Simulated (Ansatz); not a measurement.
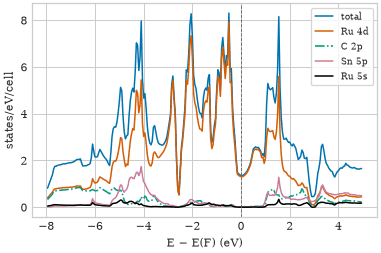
*Total and projected density of states of SnRu$_{3}$C (anti-perovskite, space group No. 221), the program Ansatz at the PBEsol level (PAW)*

Question: Which orbitals carry the states next to the Fermi level?

Answer: Within 0.5 eV of the Fermi level: Ru 4d 93 %. Projections are on Löwdin-orthogonalised atomic valence shells; empty p or d shells of many metals are not among them.

Question: Where is the tallest occupied peak in this window, and what makes it?

Answer: Near -0.5 eV, about 8.3 states/eV per cell; the largest projected share is Ru 4d.

Space group Pm-3m (anti-perovskite). The start of the workflow was typed in or built on a structure type; neither database checked (COD, Materials Project) lists it. Whether it is the stable phase at ambient conditions was not checked. Symmetry was held in the PBEsol relaxation; its stability against distortions is not shown here. The run is not spin-polarised. Spin–orbit coupling is left out wherever it is not named.

Potentials: the later of the program's two PAW sets.
